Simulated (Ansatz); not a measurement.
## How far to go with the k-point mesh: InSe (Cm, 4 atoms in the cell)

```xyz
4
Lattice="5.8555 -2.0649 0.0000 5.8555 2.0649 0.0000 -1.7318 0.0000 4.7952" Properties=species:S:1:pos:R:3 pbc="T T T"
In    -0.3414     0.0000     4.6206
In    10.3206     0.0000     0.2246
Se     3.3976     0.0000     1.5874
Se     6.5816     0.0000     3.2078
```

Level of theory: PBEsol, PAW files made with PBE (plane waves; Ansatz, a first-principles code).

Base settings: basis.ecutwfc = 30.9 Ry; kpoints.mp_grid.grid = 6 6 4; hamiltonian.xc = pbesol; hamiltonian.pseudopotentials = {kind: paw} (the program's default PAW files); scf.occupations.method = fixed.

The second cell is the first with its lattice scaled by 0.98.

Only quantities that move along the ladder and can be compared are tabulated.

The count of work is k-points × plane waves × bands × iterations; it is no time. Core times come from one kind of shared machine, to one figure; runs under 30 s give none.

The starting cell comes from a database of computed structures (which also holds hypothetical and non-ambient phases and stackings), without a prior relaxation at this level. Its lattice was rescaled by up to half a per cent. One atom was moved a little off its site on purpose. Ansatz's pressure includes its estimate of the finite-basis (Pulay) stress.

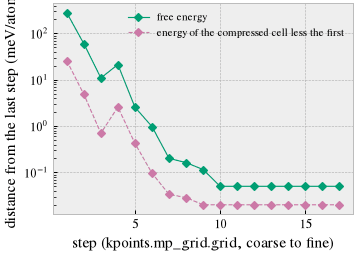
Figure: Distance from the last step along the ladder; very small values are drawn at a floor.

| kpoints.mp_grid.grid | free energy less the last step's (meV/atom) | energy of the compressed cell less the first (meV/atom) | pressure (GPa) | largest difference of a force vector from the last step's (eV/Å) | gap on the mesh (eV) | count of work / last | core time / last (rough) |
|---|---|---|---|---|---|---|---|
| 2 2 1 | 279.19 | 21.31 | 0.39 | 0.276 | 1.412 | 0.0023 | – |
| 2 2 2 | 60.23 | 0.35 | -1.47 | 0.137 | 1.124 | 0.0047 | – |
| 3 3 2 | 10.93 | -3.81 | -1.83 | 0.181 | 1.455 | 0.0062 | – |
| 3 3 3 | 21.30 | -1.94 | -1.67 | 0.089 | 1.281 | 0.0078 | – |
| 4 4 3 | 2.55 | -4.09 | -1.86 | 0.013 | 1.325 | 0.013 | – |
| 5 5 4 | 0.97 | -4.42 | -1.89 | 0.005 | 1.060 | 0.026 | – |
| 6 6 4 | 0.20 | -4.48 | -1.89 | 0.002 | 1.096 | 0.036 | – |
| 6 6 5 | 0.16 | -4.49 | -1.89 | 0.002 | 1.291 | 0.043 | – |
| 7 7 6 | 0.12 | -4.50 | -1.90 | 0.001 | 1.084 | 0.068 | – |
| 8 8 7 | 0.02 | -4.51 | -1.90 | 0.000 | 1.119 | 0.10 | 0.07 |
| 9 9 7 | 0.01 | -4.51 | -1.90 | 0.000 | 1.133 | 0.12 | 0.08 |
| 10 10 8 | 0.00 | -4.51 | -1.90 | 0.000 | 1.060 | 0.18 | 0.1 |
| 11 11 9 | 0.00 | -4.51 | -1.90 | 0.000 | 1.152 | 0.23 | 0.2 |
| 12 12 10 | 0.00 | -4.51 | -1.90 | 0.000 | 1.063 | 0.31 | 0.2 |
| 14 14 11 | 0.00 | -4.51 | -1.90 | 0.000 | 1.095 | 0.45 | 0.4 |
| 15 15 12 | 0.00 | -4.51 | -1.90 | 0.000 | 1.060 | 0.57 | 0.4 |
| 17 17 14 | 0.00 | -4.51 | -1.90 | 0.000 | 1.055 | 0.84 | 0.6 |
| 18 18 15 | 0.00 | -4.51 | -1.90 | 0.000 | 1.081 | 1.0 | 1 |

Coarsest kpoints.mp_grid.grid that holds the free energy within 2 meV/atom of the last step, with all finer ones: 5 5 4, at 0.026 of the last step's count of work; the step before is off by 2.6 meV/atom.

Coarsest kpoints.mp_grid.grid that holds the energy of the compressed cell less the first within 0.5 meV/atom of the last step, with all finer ones: 4 4 3, at 0.013 of the last step's count of work; the step before is off by 2.6 meV/atom.

Coarsest kpoints.mp_grid.grid that holds the forces within 0.02 eV/Å of the last step, with all finer ones: 4 4 3, at 0.013 of the last step's count of work; the step before is off by 0.089 eV/Å.

The energy difference between the two cells stays within 1 meV/atom of the last step's from 4 4 3 on, the total only from 5 5 4 on: much of the error is common to both cells and cancels.

The gap on the mesh jumps up and down from mesh to mesh; it is no smooth measure of convergence.

Keys are those of Ansatz 0.2.
